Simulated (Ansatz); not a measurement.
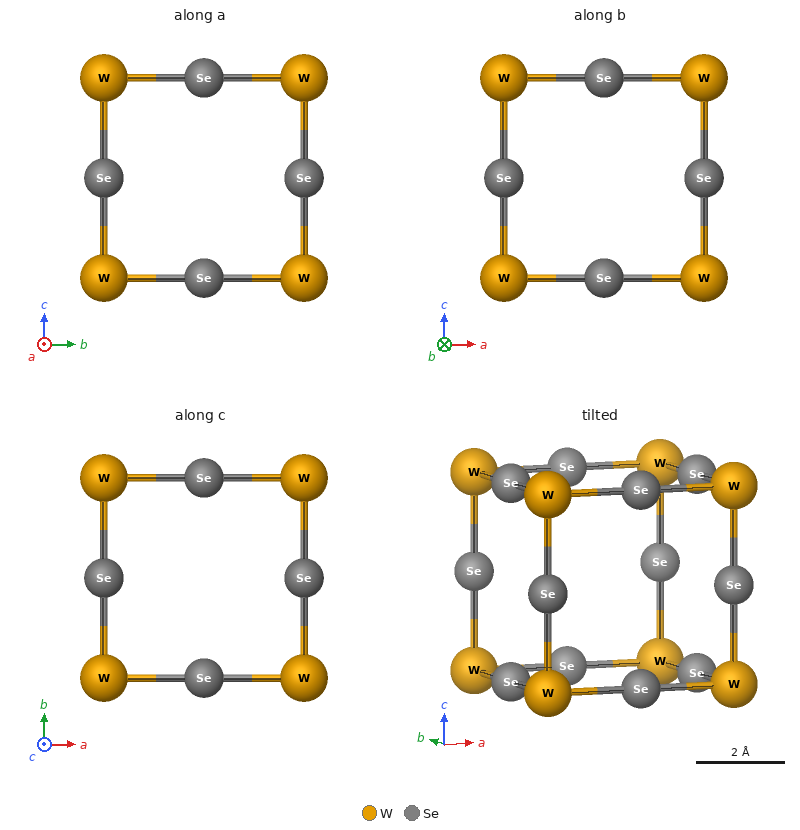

An orthographic ball-and-stick view of the structure, along the a axis, along the b axis, along the c axis and slightly off an axis. Atoms at the boundary of the conventional unit cell (the box) are drawn once for each face, edge or corner they touch.

Lattice parameters: a = 4.5820 Å, b = 4.5820 Å, c = 4.5820 Å, α = 90.000°, β = 90.000°, γ = 90.000°.

**Put the structure into a CIF in P1 with every atom of the cell.**

```cif
data_structure
_symmetry_space_group_name_H-M 'P 1'
_symmetry_Int_Tables_number 1
_cell_length_a 4.5820
_cell_length_b 4.5820
_cell_length_c 4.5820
_cell_angle_alpha 90.000
_cell_angle_beta 90.000
_cell_angle_gamma 90.000
_cell_volume 96.20
loop_
_atom_site_label
_atom_site_type_symbol
_atom_site_fract_x
_atom_site_fract_y
_atom_site_fract_z
_atom_site_occupancy
W1 W 0.0000 0.0000 0.0000 1
Se1 Se 0.0000 0.0000 0.5000 1
Se2 Se 0.0000 0.5000 0.0000 1
Se3 Se 0.5000 0.0000 0.0000 1
```

Origin of the cell: a structure type filled with these elements by a generator (whether the compound takes this form wasn't checked). The cell was then strained or its atoms displaced on purpose. Ansatz was used for an electronic-structure calculation on it.
